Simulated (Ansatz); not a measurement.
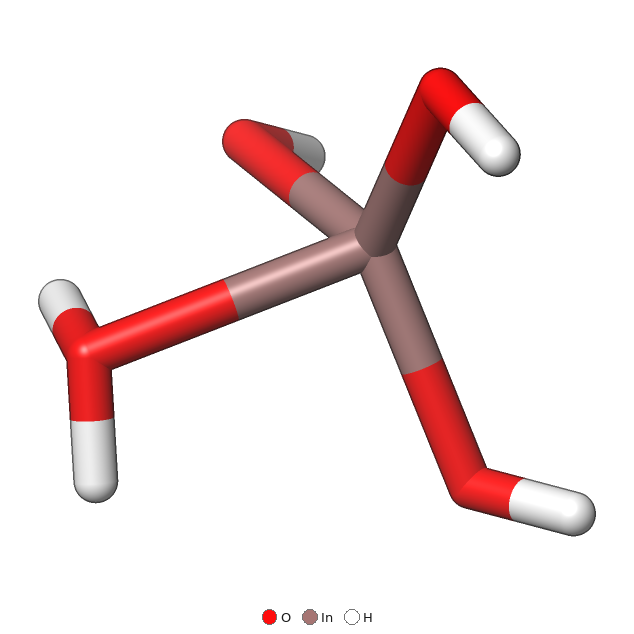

Stick drawing of a structure.

The geometry was computed by an optimisation with PBE0-D4/def2-TZVP.

Count the atoms of each element.

Answer. H5InO4, 10 atoms: 5 hydrogen, 1 indium and 4 oxygen.

Write the SMILES.

Answer. [OH][In-]([OH])([OH])[OH2+]

Give the symmetry (Schoenflies symbol).

Answer. C1.

More results for the same structure follow; atom numbers are the same in all pictures, views and colours differ.

## Vibrations

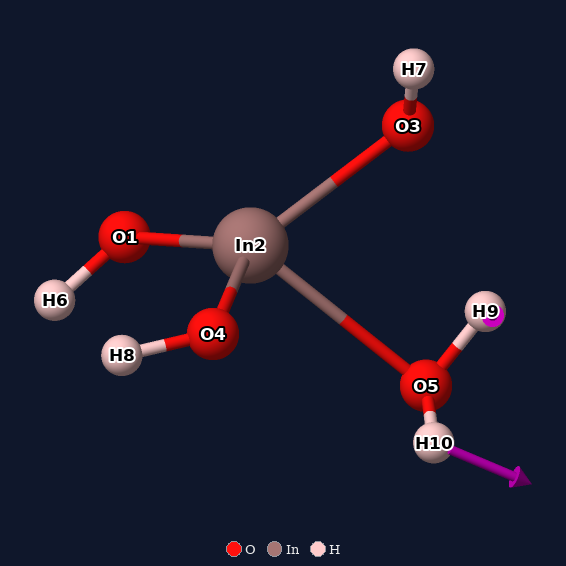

The arrows show one normal mode. Harmonic vibrations computed with RKS PBE0-D4/def2-TZVP, core potentials on In (Ansatz 0.2.0) at a stationary point of the same level.

Describe the motion.

Answer. Mostly H–O–In bending.

Estimate its harmonic wavenumber.

Answer. 560 cm⁻¹; it is mode 11 of 24 counted from the lowest.

## Thermal motion

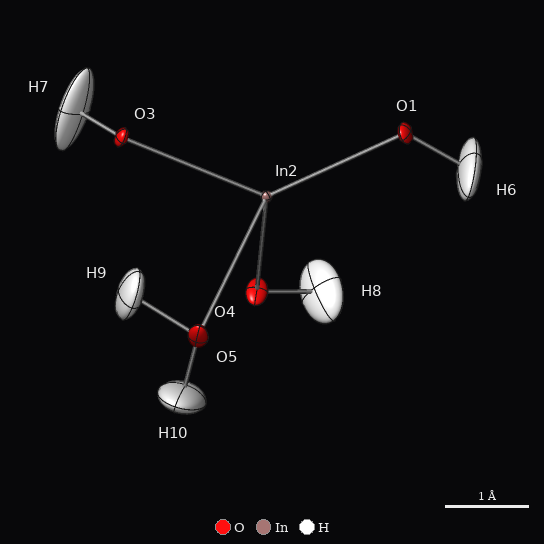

Displacement ellipsoids at the 50 % level, from the internal vibrations of the free molecule (harmonic, no overall translation or rotation; no half-axis is drawn under 0.075 Å). Vibrations computed with RKS PBE0-D4/def2-TZVP, core potentials on In (Ansatz 0.2.0). Temperature: 100 K.

Which atom has the largest mean-square displacement?

Answer. H7, with U_eq = 0.0549 Å².

Does H7 move more along its bond or across it?

Answer. Across it: the root-mean-square amplitude is 0.098 Å along the bond and up to 0.358 Å across, since bending and torsion are softer than stretching.

Give the displacement parameters, one line for each set of equivalent atoms.

| atom | U_eq (Å²) | rms amplitudes (Å) |
| --- | --- | --- |
| O1 | 0.0064 | 0.042, 0.081, 0.104 |
| In2 | 0.00051 | 0.017, 0.021, 0.028 |
| O3 | 0.0049 | 0.043, 0.077, 0.083 |
| O4 | 0.0101 | 0.042, 0.085, 0.145 |
| O5 | 0.0107 | 0.059, 0.082, 0.148 |
| H6 | 0.0490 | 0.091, 0.174, 0.330 |
| H7 | 0.0549 | 0.087, 0.170, 0.358 |
| H8 | 0.0437 | 0.099, 0.191, 0.292 |
| H9 | 0.0319 | 0.097, 0.194, 0.220 |
| H10 | 0.0519 | 0.105, 0.195, 0.326 |

## Levels of theory compared

Program: Ansatz 0.2.0.

Tabulate HOMO–LUMO gap (eV) at these levels: B97M-V/def2-TZVPP; BHLYP-D4/def2-TZVPP; CAM-B3LYP-D4/def2-TZVPP; PBE-D4/def2-TZVPP; PBE0-D4/def2-QZVPP; PBE0-D4/def2-TZVPP; r2SCAN-D4/def2-TZVPP; r2SCANh-D4/def2-TZVPP; ωB97M-V/def2-QZVPP; ωB97M-V/def2-SVP; ωB97M-V/def2-TZVPP; ωB97X-V/def2-TZVPP.

```json
{"level": "B97M-V/def2-TZVPP", "HOMO–LUMO gap (eV)": "4.83"}
{"level": "BHLYP-D4/def2-TZVPP", "HOMO–LUMO gap (eV)": "9.23"}
{"level": "CAM-B3LYP-D4/def2-TZVPP", "HOMO–LUMO gap (eV)": "9.24"}
{"level": "PBE-D4/def2-TZVPP", "HOMO–LUMO gap (eV)": "4.29"}
{"level": "PBE0-D4/def2-QZVPP", "HOMO–LUMO gap (eV)": "6.79"}
{"level": "PBE0-D4/def2-TZVPP", "HOMO–LUMO gap (eV)": "6.87"}
{"level": "r2SCAN-D4/def2-TZVPP", "HOMO–LUMO gap (eV)": "4.96"}
{"level": "r2SCANh-D4/def2-TZVPP", "HOMO–LUMO gap (eV)": "5.91"}
{"level": "ωB97M-V/def2-QZVPP", "HOMO–LUMO gap (eV)": "10.84"}
{"level": "ωB97M-V/def2-SVP", "HOMO–LUMO gap (eV)": "11.18"}
{"level": "ωB97M-V/def2-TZVPP", "HOMO–LUMO gap (eV)": "11.06"}
{"level": "ωB97X-V/def2-TZVPP", "HOMO–LUMO gap (eV)": "11.37"}
```

## Dipole moment

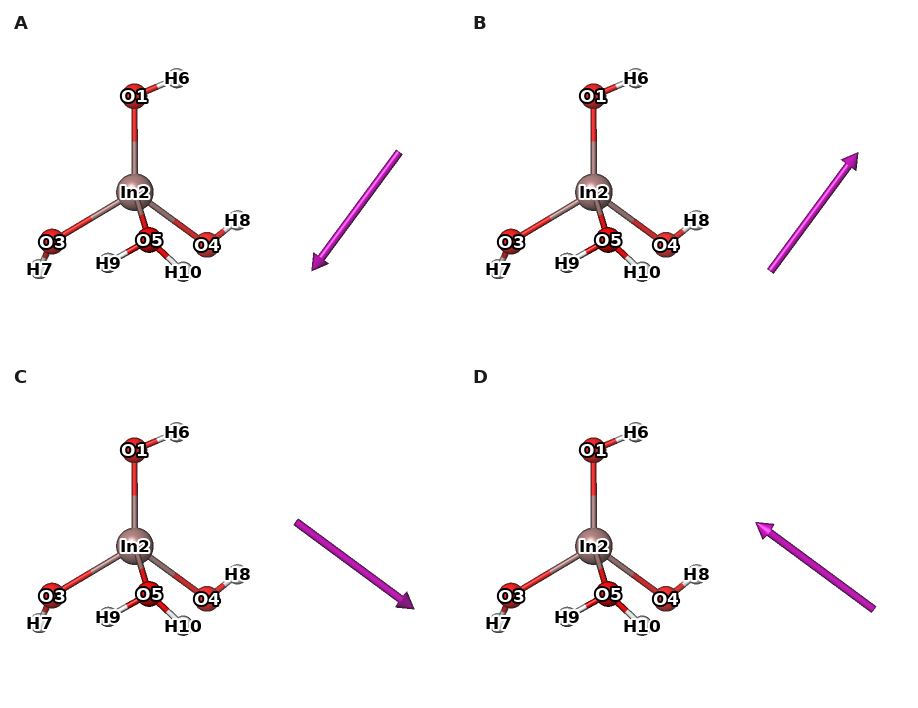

The same molecule four times, each with an arrow. Properties computed with RKS PBE0-D4/def2-TZVP, core potentials on In (Ansatz 0.2.0).

Which arrow points along the dipole moment, from the negative to the positive end?

Answer. C. The dipole moment is 2.65 D; it points from the side of O1 to the side of H8 (the outermost atoms at the two ends).
